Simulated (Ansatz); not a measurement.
## ScAl3 (Pm-3m): the Drude term of Re ε in the infrared

Re ε of ScAl3 (Pm-3m) at low photon energies is read from one computed spectrum; the carriers' damping was typed as γ = 0.2 eV.

The structure is cubic, space group Pm-3m (No. 221). Conventional cell: a = 4.088 Å, b = 4.088 Å, c = 4.088 Å, α = 90.00°, β = 90.00°, γ = 90.00°. Sc on site a has 12 Al at 2.89 Å as nearest neighbours. Al on site c has 4 Sc at 2.89 Å and 8 Al at 2.89 Å as nearest neighbours.

Method: Ansatz 0.2.0, PBE, independent particles, k-mesh 10×10×10 with interpolation inside its cells, Gaussian parameter 0.1 eV.

Launch of the response step: `ansatz run input.yaml --threads 2 --pin off --max-ram 5120MiB --backend cpu --events-out ev --progress --plain --runs-dir out`. The run took 37 s, on 2 threads of Arm Neoverse V1 (shared host).

```tsv
photon energy E (eV)	wavelength (µm)	Re ε
0.25	4.96	-289.1
0.30	4.13	-220.8
0.35	3.54	-169.5
0.40	3.10	-131.2
0.50	2.48	?
0.60	2.07	-49.7
0.70	1.77	-29.7
```

A Drude term over a constant background gives Re ε = ε_b − ωp²/(E² + γ²), linear in 1/(E² + γ²).

Working, on the rows shown:

| x = 1/(E² + γ²) (eV⁻²) | y = Re ε |
| --- | --- |
| 9.7561 | -289.1 |
| 7.69231 | -220.8 |
| 6.15385 | -169.5 |
| 5 | -131.2 |
| 2.5 | -49.7 |
| 1.88679 | -29.7 |

Means: x̄ = 5.4982, ȳ = -148.33. Σ(x − x̄)(y − ȳ) = -1505, Σ(x − x̄)² = 45.65. Slope = -1505 / 45.65 = -32.96; intercept = ȳ − slope · x̄ = 32.911. The line misses the rows shown by at most 0.71.

What does the fit predict for the withheld row, and how well does it do?

At x = 3.4483 the line gives y = -80.759. The run gave -80.5, so the interpolation is off by 0.26, 0.1 % of the range in the table.

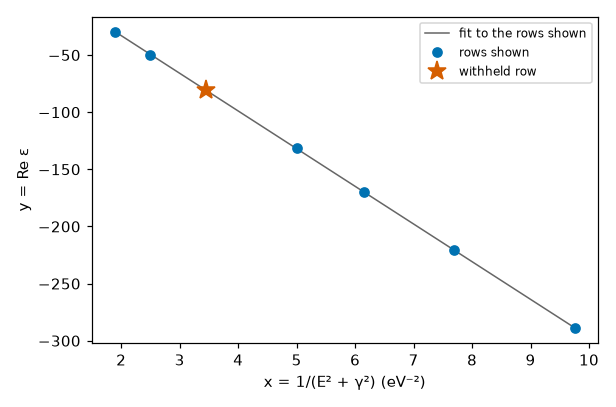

Refitted with all rows, the slope is -32.97 and the intercept 32.996. These give ωp = √(−slope) = 5.74 eV, against 5.72 eV from the program's Fermi-surface sum, and a background ε_b = 33.0 from interband transitions. The values come from a sum over the points of one k-mesh and carry its error, which is largest for Fermi-surface quantities.

[Logs are printed without paths, hosts, clocks, repeated set-up lines and the standing remarks that a program may print on its own settings, such as how far it seeks lower states.]
